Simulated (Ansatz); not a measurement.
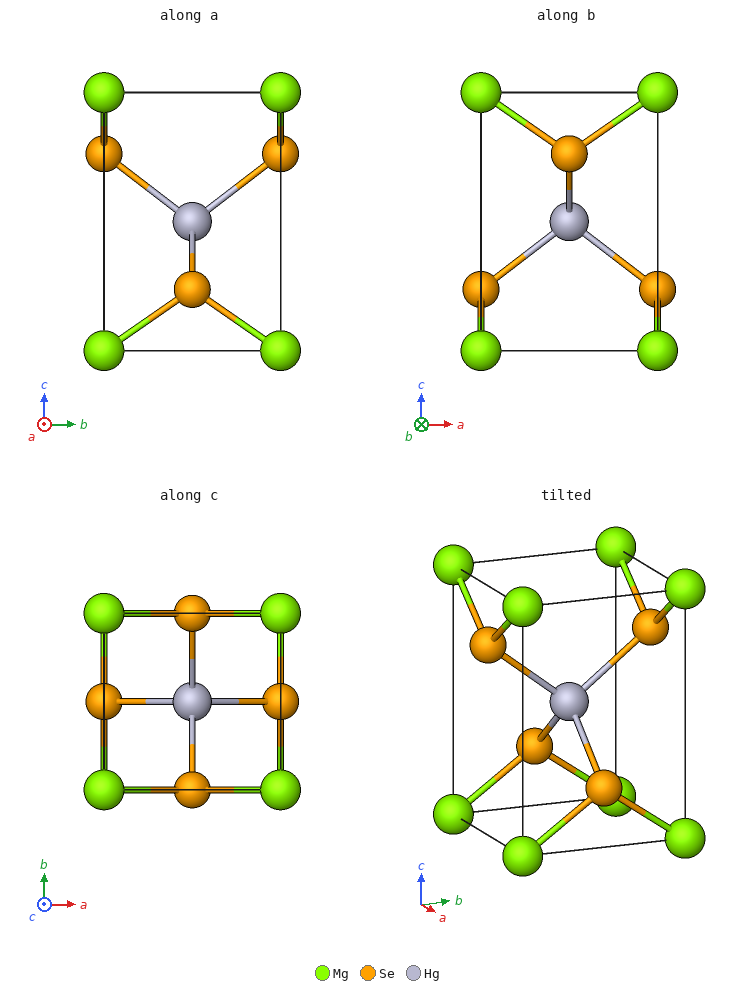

The crystal in a ball-and-stick representation, seen along the a axis, along the b axis, along the c axis and slightly off an axis. The parallelepiped is the conventional unit cell.

Lattice parameters: a = 4.314 Å, b = 4.314 Å, c = 6.306 Å, α = 90.00°, β = 90.00°, γ = 90.00°.

Question: Express the structure as a table of Wyckoff sites, with free fractional coordinates to two decimals.

Answer: Space group P-4m2 (No. 115).
```csv
atom,site,x,y,z
Mg,1a,0.00,0.00,0.00
Se,2g,0.00,0.50,0.24
Hg,1c,0.50,0.50,0.50
```

Origin of the cell: a structure type filled with these elements by a generator (whether the compound takes this form wasn't checked). The cell was then strained or its atoms displaced on purpose. It was the input of a calculation with Ansatz.
